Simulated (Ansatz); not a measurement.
BH₄OSi (doublet)

```xyz
7

B    -0.5765   -0.1541   -0.3668
Si    0.2276   -1.7365    0.5869
O    -0.0937    1.1244   -0.3727
H    -1.5875   -0.3939   -0.9860
H    -0.6286    1.7333   -0.8899
H     1.2719   -0.2400    0.8897
H     1.6407   -0.8317    1.2994
```

Geometry: PBE0-D4/def2-TZVP.

The calculation used UKS PBE0-D4/def2-TZVPP in Ansatz 0.2.0.

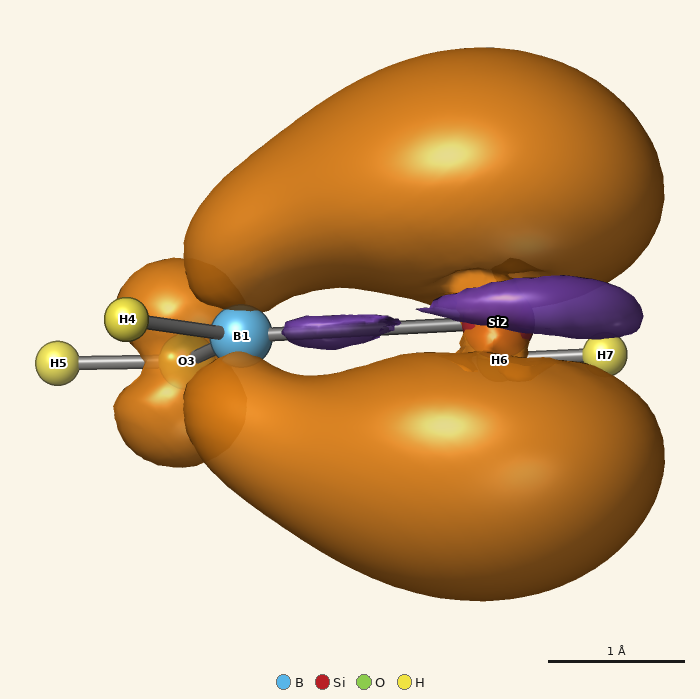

Figure 1. Isosurfaces of the spin density at +0.015 (orange) and −0.015 e/Å³ (purple), seen from one side.

Describe the spin distribution.

The unpaired spin (1 electron) lies mostly on Si2 (about 0.7) and B1 (about 0.2), in electrons by Hirshfeld's partition.

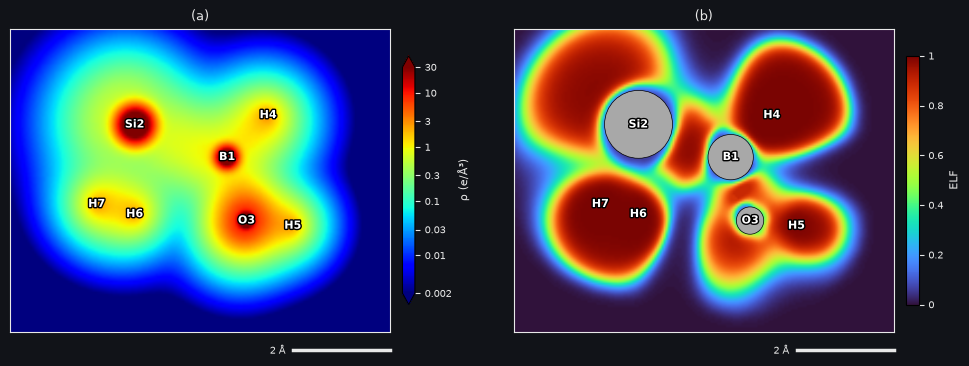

Figure 2. (a) electron density; (b) ELF on the molecular plane. Grey discs cover the atomic cores in the ELF map.

Read the bonding off the picture.

Atoms in the plane: B, Si, O and H.
H6···H7 (0.81 Å): the density falls to about 1.5 e/Å³ on the way; the ELF is about 1 at the midpoint.
B–O (1.37 Å): the density is about 2.1 e/Å³ at the midpoint; the ELF peaks at about 0.90 between the atoms: a polar covalent bond.
Si–B (2.02 Å): ρ is about 0.78 e/Å³ halfway; the ELF peaks at about 0.95 between the atoms, as expected for localised, covalent bonding.
O–H (0.96 Å): ρ is about 3.8 e/Å³ halfway; the ELF climbs to about 1 towards the hydrogen, as it does in any bond to H (an ordinary covalent bond to hydrogen).
B–H (1.21 Å): the density is about 1.2 e/Å³ at the midpoint; the ELF climbs to about 1 towards the hydrogen (an ordinary covalent bond to hydrogen).
The ELF also peaks beside O3 and Si2, away from the bonds: non-bonding electrons, paired or unpaired.

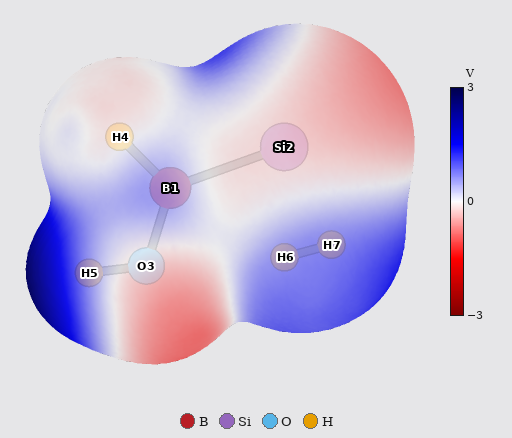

Figure 3. The molecular electrostatic potential painted on the density surface at 0.002 e/bohr³, seen across its widest extent; red is negative and blue positive.

Describe the electrostatic potential map.

The most negative region (about −0.9 V) lies over O3, the most positive (about +2.7 V) over H5.

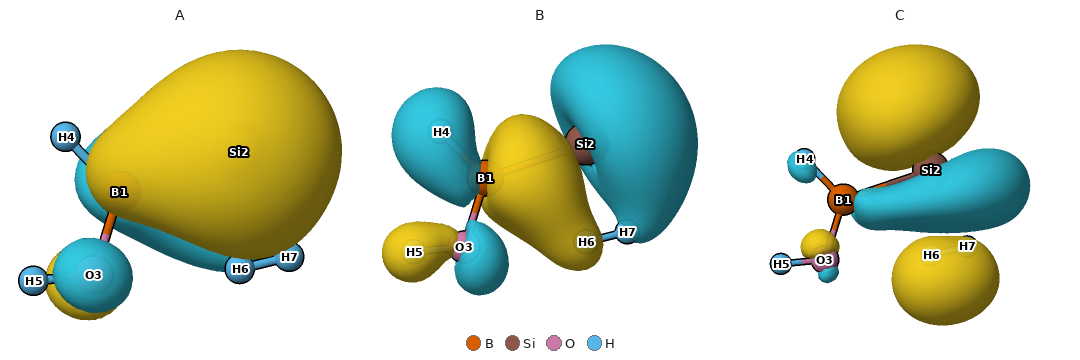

Figure 4. Three frontier orbitals at ±0.08 Å⁻³ᐟ² (yellow and cyan are the two phases), in no order.

Order the three orbitals by energy and name them. All are α orbitals.

B is the HOMO−1 (α) (−6.75 eV). Its weight (Hirshfeld) is mainly on Si2 (about 60 %) and B1 (about 20 %); it is symmetric in the molecular plane (an in-plane orbital: σ, lone-pair or in-plane π type). A is the HOMO (α) (−5.64 eV). It lies mainly on Si2 (about 75 %) and B1 (about 15 %); it changes sign across the molecular plane (π type). C is the LUMO (α) (−0.97 eV). It lies mainly on Si2 (about 70 %), H6 (about 10 %), H7 (about 10 %) and B1 (about 5 %); it is symmetric in the molecular plane (an in-plane orbital: σ, lone-pair or in-plane π type).

What is the gap between the highest occupied and lowest empty α orbitals?

4.67 eV between the orbital energies.
